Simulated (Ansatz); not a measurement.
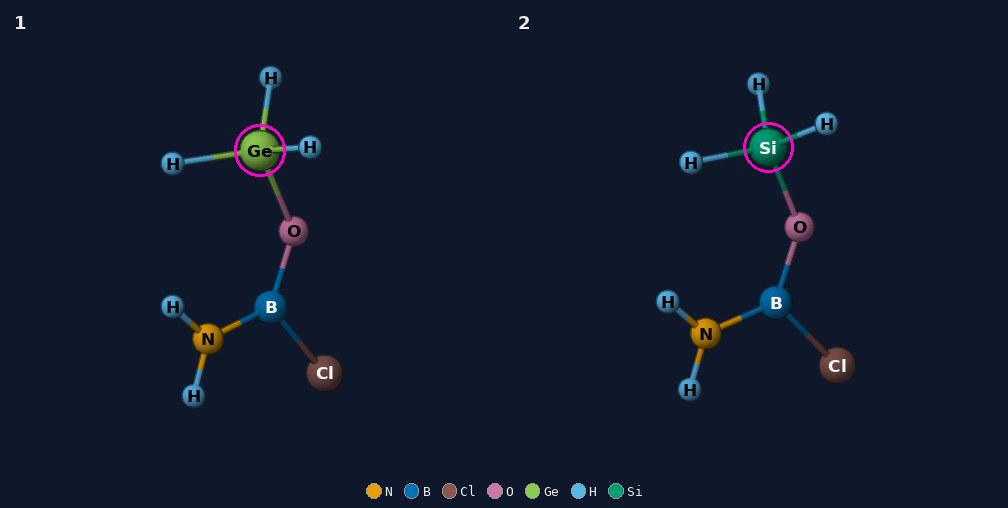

2 molecules with one skeleton, seen from the same side and at one scale; the atom that differs is circled. Each species is neutral and a spin singlet. Computed geometries: PBE0-D4/def2-TZVP optimisations, one conformation each. Properties computed with Ansatz 0.2.0.

One atom differs, called X below: Ge in panel 1, Si in panel 2. Their formulas are BClGeH5NO (`NB(Cl)[O][GeH3]`), BClH5NOSi (`NB(Cl)O[SiH3]`).

> In which is the length of X–O larger (PBE0-D4/def2-TZVP)?

In panel 1 (X = Ge).

> In which is the dipole moment larger (PBE-D4/def2-TZVPP)?

In panel 1 (X = Ge).

Give the values. With PBE0-D4/def2-TZVP: mean length of X–H (Å), length of X–O (Å), mean angle O–X–H (°). With CAM-B3LYP-D4/def2-TZVPP: HOMO energy (Kohn–Sham orbital) (eV), HOMO–LUMO gap (eV). With PBE-D4/def2-TZVPP: dipole moment (D).

| quantity | 1 (Ge) | 2 (Si) | 2 − 1 |
| --- | --- | --- | --- |
| mean length of X–H (Å) | 1.535 | 1.485 | −0.050 |
| length of X–O (Å) | 1.782 | 1.641 | −0.141 |
| mean angle O–X–H (°) | 107.3 | 109.4 | +2.1 |
| HOMO energy (Kohn–Sham orbital) (eV) | −9.44 | −9.62 | −0.18 |
| HOMO–LUMO gap (eV) | 10.32 | 10.57 | +0.25 |
| dipole moment (D) | 3.56 | 2.80 | −0.76 |
